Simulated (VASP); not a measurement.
Band structure of GaAu (space group Pnma). Level of theory: LDA (Ceperley-Alder, Perdew-Zunger), VASP's LDA PAW potentials (set 64) (plane waves; VASP 6.6.1).

Unless said otherwise, spin-orbit coupling is left out, though it shifts the bands of the heavy elements here.

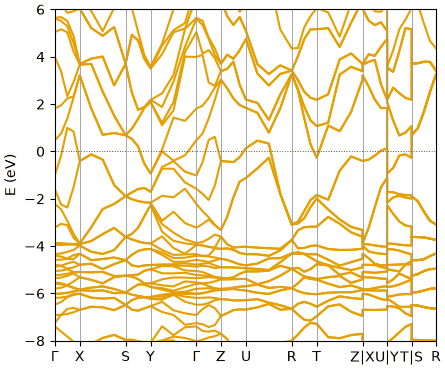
Bands along high-symmetry lines, zero at the valence-band maximum or, without a gap, the Fermi level

Read the plot: is there a gap, and where are the band edges?

It has no gap at this level: it comes out as a metal or semimetal.

The structure comes from a measured GaAu entry of the Crystallography Open Database, whose conditions weren't checked. The cell was not relaxed at this level. The k-mesh is coarse (spacing up to 0.37 per Å, 2π included), so the numbers may not be converged in it.
